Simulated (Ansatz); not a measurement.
Process, species as SMILES: C=CF → [CH-]=CF + H+
B3LYP-D3(BJ)/def2-TZVP geometries, fixed; electronic energies without zero-point terms.

Basis-set convergence of the deprotonation energy at PBE0 with Ansatz (a first-principles code). All functions are spherical. The program fits the integrals of some runs and decomposes those of others, by size. The proton leaves the site shown, which need not be the most acidic. No added dispersion term, no relativity. Functions are those of the species that has most. Reference: the value in aug-pcseg-3, 402.71 kcal/mol, itself unsure by roughly 0.22 kcal/mol (its mean distance from aug-cc-pVQZ, def2-QZVPPD). Deviations are taken from unrounded values.

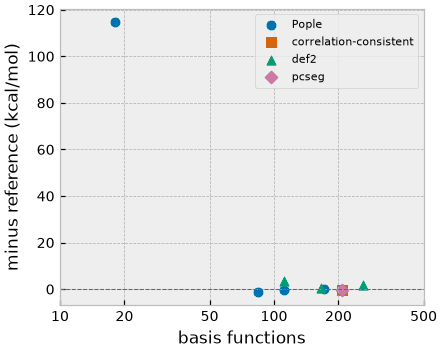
Fig. 1. Deviation from the reference against the number of basis functions, by family of sets.

```
basis              functions  deprotonation energy (kcal/mol)  minus reference (kcal/mol)
-----------------  ---------  -------------------------------  --------------------------
STO-3G                    18                           517.44                      114.73
6-311+G**                 84                           401.61                       -1.10
6-311++G(2d,2p)          111                           402.22                       -0.49
def2-TZVP                111                           406.24                        3.54
def2-TZVPPD              165                           403.35                        0.65
6-311++G(3df,3pd)        171                           402.69                       -0.01
aug-cc-pVTZ              207                           402.41                       -0.29
aug-pcseg-2              207                           402.58                       -0.13
def2-QZVPP               261                           404.33                        1.62
```
